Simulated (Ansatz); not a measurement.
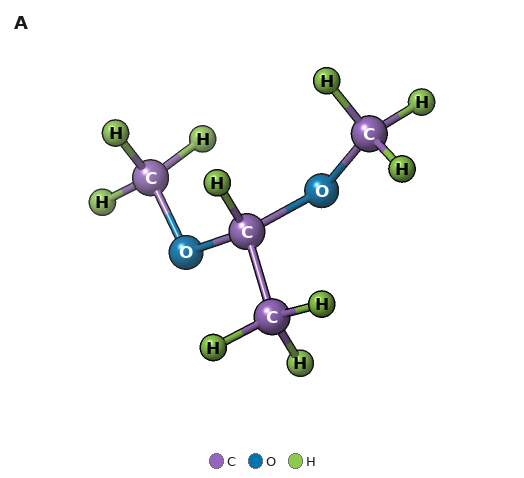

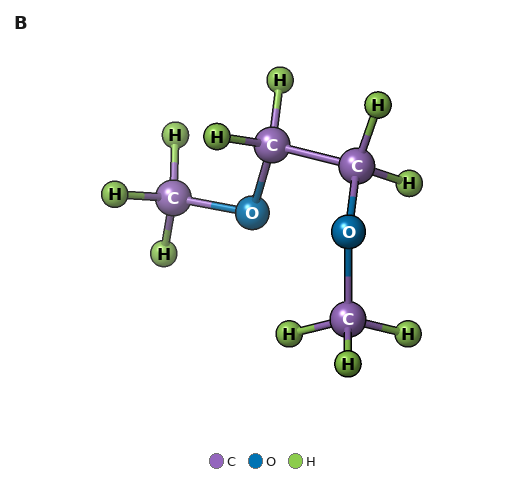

2 stationary structures of one formula. Geometries: PBE-D4/def2-SVP. Electronic energies: PBE-D4/def2-SVP (Ansatz 0.2.0), without zero-point energy. No frequency run is at hand to confirm each as a minimum. Each is one conformer, not always the lowest.

> Are they conformers, stereoisomers or constitutional isomers?

They are constitutional isomers of C4H10O2: A `COC(C)OC`, B `COCCOC`.

> Which is lowest in energy, and by how much?

A is lowest; B lies 39.4 kJ/mol above it.
